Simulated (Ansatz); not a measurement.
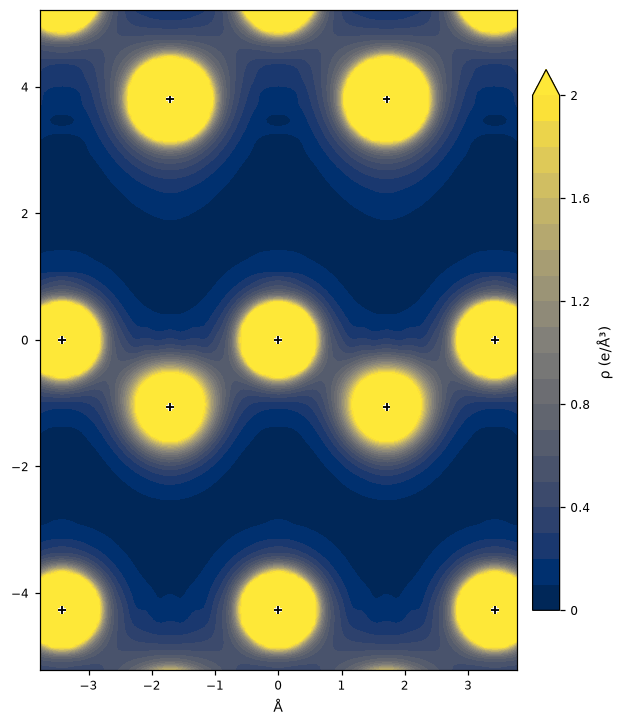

The valence electron density on a plane through atoms (crosses mark nuclei in the plane).

Computed with DFT, PBE, plane waves, PAW in Ansatz 0.2.0.

Candidates:
A. Ga4AsN3, a = 3.42 Å, b = 3.42 Å, c = 9.72 Å, α = 90.00°, β = 90.00°, γ = 90.00°. Space group P-4m2; started from the ordered alloy on zincblende lattice prototype, which need not be the ambient phase.
B. Ga4Sb3P, a = 4.23 Å, b = 4.23 Å, c = 41.35 Å, α = 90.00°, β = 90.00°, γ = 120.00°. Space group R3m; started from the ordered alloy on zincblende lattice prototype, which need not be the ambient phase.
C. SiC2, a = 2.93 Å, b = 2.93 Å, c = 7.45 Å, α = 90.00°, β = 90.00°, γ = 120.00°. Space group P-3m1; started from the ordered alloy on diamond lattice prototype, which need not be the ambient phase.

Q: Which system is this?

A: Candidate A: Ga4AsN3 on the (010) plane of the conventional cell, which holds Ga, N and As. Ga–N (2.01 Å): ρ at the midpoint is about 0.66 e/Å³.
